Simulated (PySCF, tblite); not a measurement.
# C4H11FO2Si: geometry, infrared bands and NMR shifts

Aim: predict the infrared bands and NMR shifts of C4H11FO2Si (`C[C@H](O)CCO[SiH2]F`).

The runs use tblite 0.8.0 and PySCF 2.14.0, with density-fitted response routines of our own; the level of theory stands in each step. All values are computed, except where a source is named. Atoms are numbered from 0 throughout.

## Step 1: Starting geometry

19 atoms, charge 0, multiplicity 1; geometry from: force field or distance geometry start.

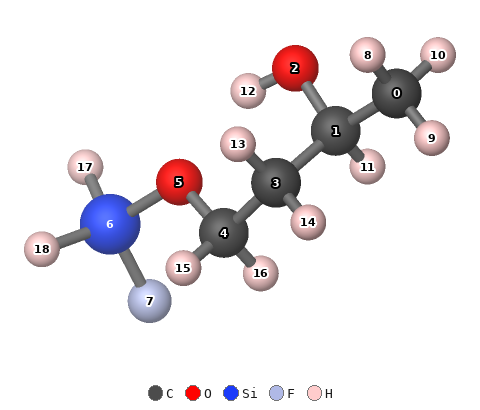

As it starts; carbon dark grey, oxygen red, silicon blue, fluorine light blue, hydrogen pink, atoms numbered.

## Step 2: Relaxing the molecule with GFN2-xTB

What the job is given:

```
{"job": {"kind": "relax", "xc": "GFN2-xTB", "basis": "xTB"}, "charge": 0, "multiplicity": 1}
C     -2.700900    -0.891500     0.406800
C     -1.234900    -0.535900     0.478500
O     -1.101200     0.636000     1.282000
C     -0.636400    -0.306200    -0.915500
C      0.890700    -0.200900    -0.879100
O      1.278300     0.892900    -0.060200
Si     2.902600     1.301300    -0.028000
F      3.742500    -0.052500     0.163300
H     -3.273300    -0.081600    -0.060500
H     -2.876300    -1.809200    -0.158400
H     -3.128500    -1.025600     1.410400
H     -0.701200    -1.350700     1.005100
H     -0.212000     0.985600     1.144300
H     -1.042300     0.614700    -1.324400
H     -0.916700    -1.129500    -1.571400
H      1.239400    -0.043700    -1.903400
H      1.324000    -1.130100    -0.500500
H      3.163600     2.204200     1.113300
H      3.272600     1.931900    -1.307100
```

On the command line:

```
$ OMP_NUM_THREADS=1 python probes_run.py task.json out
```

One launch serves the whole session: the jobs run in the order shown.

**Question.** This job is followed by: GFN2-xTB harmonic vibrations, gas phase; GIAO PBE0/pcSseg-1 NMR shielding, non-relativistic, gas phase. Predict these results of the whole session: strongest single infrared mode (GFN2-xTB); zero-point energy (GFN2-xTB); ¹³C shifts against TMS (PBE0/pcSseg-1); ¹H shifts against TMS (PBE0/pcSseg-1, means over atoms taken as alike); ¹⁷O shifts against H2O (PBE0/pcSseg-1); ²⁹Si shifts against TMS (PBE0/pcSseg-1); ¹⁹F shifts against CFCl3 (PBE0/pcSseg-1); surface potential, least and greatest.

As calculated:

| quantity | value |
| --- | --- |
| strongest single infrared mode (GFN2-xTB) | 2345 cm⁻¹, 256 km/mol |
| zero-point energy (GFN2-xTB) | 93.1 kcal/mol |
| ¹³C shifts against TMS (PBE0/pcSseg-1) | 74.8, 69.9, 44.0, 26.1 ppm |
| ¹H shifts against TMS (PBE0/pcSseg-1, means over atoms taken as alike) | 4.92, 4.65, 4.43, 4.33, 4.29, 3.21, 1.74, 1.27, 1.24 ppm |
| ¹⁷O shifts against H2O (PBE0/pcSseg-1) | 69.0, 68.1 ppm |
| ²⁹Si shifts against TMS (PBE0/pcSseg-1) | -27.0 ppm |
| ¹⁹F shifts against CFCl3 (PBE0/pcSseg-1) | -165.9 ppm |
| surface potential, least and greatest | -1.76 V and 1.65 V |

In words: The optimisation took 95 steps and gained 0.209 eV; among the close pairs (by a distance rule), O5–Si6 changed most, from 1.675 to 1.609 Å. No mode is imaginary among the 51: a minimum at this level. The strongest single mode, at 2345 cm⁻¹, moves mainly H18. GFN2-xTB is a fitted tight-binding method: band positions and strengths are rough. Its intensities can rank the bands wrongly. C1 (sp3 CH bonded to O) lies farthest downfield among carbon, at 74.8 ppm; pulled downfield by the heteroatom.
